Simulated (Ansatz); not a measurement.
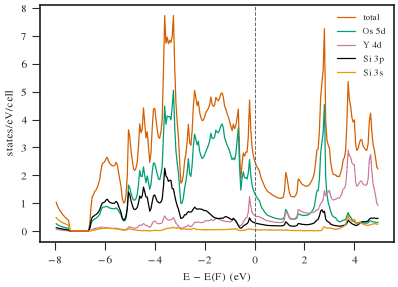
Total and projected density of states of YSi2Os2 in space group I4/mmm (No. 139; Y on 2a, Os on 4d, Si on 4e), r²SCAN (plane waves, PAW; program Ansatz)

### Question
Which orbitals carry the states next to the Fermi level?

### Answer
Within 0.5 eV of the Fermi level: Os 5d 57 %, Y 4d 21 %, Si 3p 11 %, outside the projected shells 5 %. Projections are on Löwdin-orthogonalised atomic valence shells; empty p or d shells of many metals are not among them.

### Question
Where is the tallest occupied peak in this window, and what makes it?

### Answer
Near -3.2 eV, about 7.7 states/eV per cell; the largest projected share is Os 5d.

The workflow started from an entry of the Crystallography Open Database (COD). Its standing as an ambient phase is unchecked. The cell was relaxed with r²SCAN under the symmetry of its start; whether a distortion lowers the energy is not shown. No spin polarisation was allowed. Scalar-relativistic: spin–orbit coupling is off unless named, which matters more the heavier the elements.

Potentials: the later of the program's two PAW sets.
